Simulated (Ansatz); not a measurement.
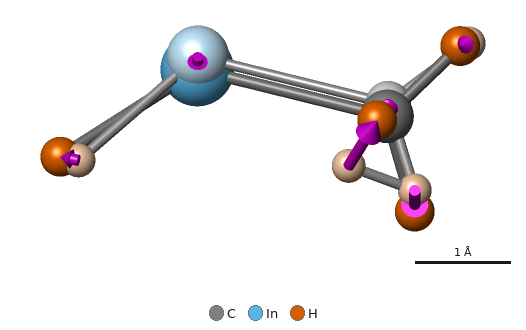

This is a relaxation of CH₄In (multiplicity 2). The starting structure is drawn faded, the final one solid; purple arrows show the displacements, at their true length. The two geometries are superimposed by the best rigid fit.

The picture is a ball-and-stick view, seen at a tilt.

It is one of the separated reactants of a reaction.

Computed with Ansatz, UKS PBE-D4/def2-SVP.

Input
```yaml
crystal:
  periodic: [false, false, false]
  atoms:
    - {symbol: C, position_ang: [-0.071255, -1.134779, -0.012769]}
    - {symbol: In, position_ang: [0.061539, 0.979678, 0.011016]}
    - {symbol: H, position_ang: [-0.242023, -1.732136, 0.879754]}
    - {symbol: H, position_ang: [0.024643, -1.728681, -0.918680]}
    - {symbol: H, position_ang: [0.148132, -1.085836, 1.023124]}
    - {symbol: H, position_ang: [-0.107772, 1.805051, 1.513806]}
basis:
  gaussian: {orbitals: def2-SVP}
magnetization: {spin_polarized: true, initial_magnetization: 1}
hamiltonian: {xc: pbe, dispersion: d4}
relax: {f_tol: 0.03, max_steps: 250}
```

Run as
```bash
ansatz run in.yaml --threads 2 --pin off --events-out ev --progress --plain --max-ram 4352MiB
```

**Describe the change and its energy.**

Over 7 geometry steps the energy falls by 101.1 kcal/mol. The largest force component goes from 6.4 to 0.021 eV/Å. The largest move after the best rigid fit is that of H5, 0.81 Å. Largest moves by element: H 0.81 Å, C 0.24 Å, In 0.23 Å. Near-neighbour distances that change, for instance: H3–H5 0.768 → 1.807 Å, C1–In2 2.119 → 2.234 Å, In2–H6 1.723 → 1.805 Å, C1–H5 1.060 → 1.109 Å. Bond angles that change, for instance: H3–C1–H5 41.9° → 109.1°, H4–C1–H5 145.2° → 110.2°, In2–C1–H5 86.0° → 108.1°. The run took 9 s on 2 threads of Arm Neoverse V2 (shared host).
